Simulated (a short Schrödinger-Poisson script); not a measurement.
Structure: MOS inversion layer, SiO2 on p-type Ge(100), at 300 K.

```csv
layer,material,thickness (nm),Na (cm⁻³)
1,SiO2,3.7,-
2,Ge,380,1.2e18
```

Constants are typed, rounded textbook-type inputs, not results; the design itself was drawn at random and stands for no fabricated device. SiO2: permittivity 3.9, conduction-band edge (eV) 3.1, gap (eV) 9, electron mass (mₑ) 0.5. Ge: permittivity 16, conduction-band edge (eV) 0, gap (eV) 0.664, Nv at 300 K (cm⁻³) 6e18.

Channel valleys (confinement mass, in-plane density-of-states mass, number): L4 0.12, 0.295, 4. At the gate the conduction-band edge of layer 1 lies 3.17 eV − eVg above the Fermi level of the channel; the field vanishes at the back. Gaps are held at their typed values at every temperature. Mesh 0.03 nm at interfaces.

Solved with a short Schrödinger-Poisson script written for these runs: 1D Poisson equation in equilibrium, electrons quantum, Hartree (BenDaniel-Duke, 12 states a valley, the channel's in-plane mass for all, wave functions free to enter the dielectric), parabolic valleys, classical holes, full ionisation, no traps, pinning or gate leakage.

Only gate voltages with over 1e8 electrons/cm² are shown.

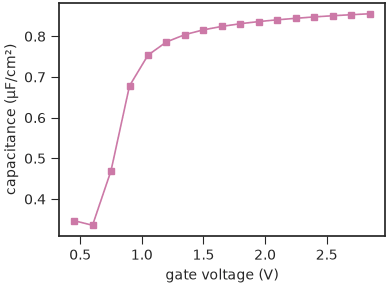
Fig. 1. Quasi-static capacitance against gate voltage

```
Vg (V)  electrons (cm⁻²)  C (μF/cm²)  L4 E0 (meV)  L4 E1 (meV)
------  ----------------  ----------  -----------  -----------
0.45              1.65e8       0.347        291.3        401.5
0.75             9.82e10       0.470        125.9        254.5
1.05             1.15e12       0.754         61.1        199.8
1.35             2.58e12       0.804         38.7        184.6
1.65             4.10e12       0.824         25.1        177.5
1.95             5.65e12       0.836         15.2        173.3
2.25             7.23e12       0.844          7.1        170.8
2.55             8.82e12       0.851          0.1        169.1
2.85             1.04e13       0.855         -6.0        167.9
```

Subbands count from the Fermi level.

Only the L valleys are kept; under strong confinement the Δ valleys of Ge fill too.
